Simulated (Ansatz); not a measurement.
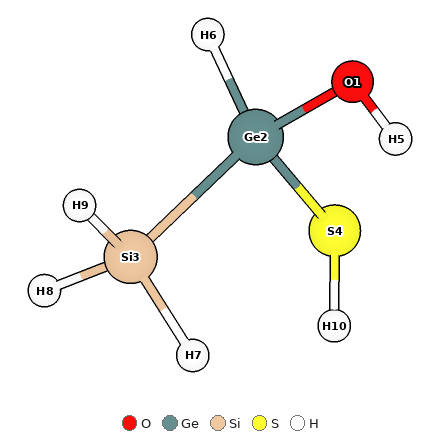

The system is GeH₆OSSi, SMILES [OH][GeH]([SiH3])[SH]; the picture shows the reference structure. 
- Coordinates scanned: (1) dihedral Si3–Ge2–S4–H10; (2) dihedral H5–O1–Ge2–Si3.
- Nothing is relaxed (all other coordinates rigid).
- The scan uses a 10 × 10 grid.
- Points are written as (first, second).
- Energies are in kJ/mol, from the lowest grid point.
- The calculation used Ansatz 0.2.0, RKS PBE-D4/def2-SVP.

Its coordinates:

```yaml
atoms:
  - { symbol: O, position_ang: [-0.9969, 1.8390, -0.8197] }
  - { symbol: Ge, position_ang: [-0.7092, 0.5516, 0.4166] }
  - { symbol: Si, position_ang: [1.4947, -0.3833, 0.2367] }
  - { symbol: S, position_ang: [-2.1751, -1.1598, 0.2478] }
  - { symbol: H, position_ang: [-0.9214, 1.4768, -1.7225] }
  - { symbol: H, position_ang: [-1.0548, 1.2737, 1.7402] }
  - { symbol: H, position_ang: [1.5580, -1.1515, -1.0580] }
  - { symbol: H, position_ang: [1.7411, -1.3312, 1.3781] }
  - { symbol: H, position_ang: [2.5539, 0.6844, 0.2251] }
  - { symbol: H, position_ang: [-1.4073, -1.8510, -0.6413] }
```

Range: dihedral Si3–Ge2–S4–H10 from −180 to 144°; dihedral H5–O1–Ge2–Si3 from −180 to 144°.

What will the energy surface look like?

The lowest grid point is at (−36°, 72°); the map holds 2 wells of about this depth. The highest grid point, (72°, −72°), lies 27.2 kJ/mol above the lowest. Round the minimum the valley is somewhat tilted: raising dihedral Si3–Ge2–S4–H10 shifts the best value of dihedral H5–O1–Ge2–Si3 upwards (coupling k₁₂/√(k₁₁k₂₂) about −0.2).

```tsv
dihedral H5–O1–Ge2–Si3 ↓, dihedral Si3–Ge2–S4–H10 →	−180	−144	−108	−72	−36	0	36	72	108	144
144	9.6	17.9	16.7	6.4	2.8	10.3	17.6	16.9	10.5	6.0
108	5.7	15.0	17.6	7.7	1.8	7.2	15.1	17.0	10.9	4.1
72	1.1	8.4	12.3	5.5	0.0	3.7	10.3	13.0	8.6	1.7
36	2.0	7.4	9.8	4.5	1.1	5.5	10.8	11.9	8.1	2.6
0	8.8	13.7	14.3	8.6	6.7	12.9	18.1	17.5	12.7	8.3
−36	15.0	20.3	20.5	14.1	12.0	18.8	25.1	24.8	19.2	14.1
−72	15.9	21.3	22.2	15.8	12.8	18.7	25.7	27.2	22.1	16.0
−108	12.5	17.0	18.0	12.1	9.2	14.2	20.4	22.9	19.1	13.2
−144	9.4	13.6	13.0	6.8	4.8	10.5	15.8	16.8	13.4	9.1
−180	9.4	14.8	12.6	4.6	2.8	10.1	15.7	14.8	10.1	6.9
```

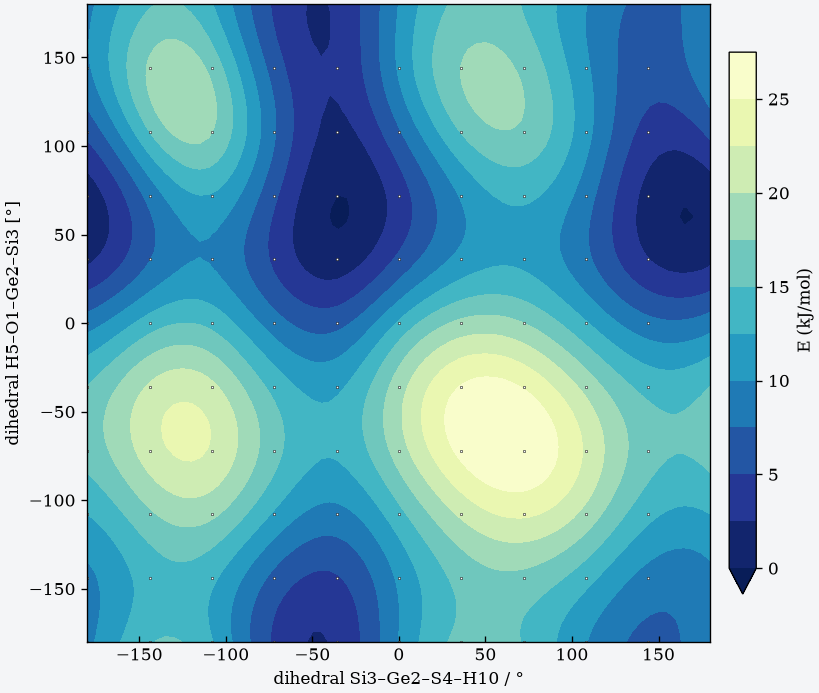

In the figure: filled contours, dots at the grid points. Between grid points the surface is interpolated.

Each point was launched as `ansatz run input.yaml --threads 1 --pin off --max-ram 2560MiB --backend cpu --events-out ev --progress --plain --runs-dir out`. Time for the 100 points that were run: 9.2 min on 1 thread of Arm Neoverse V2, on a shared host.
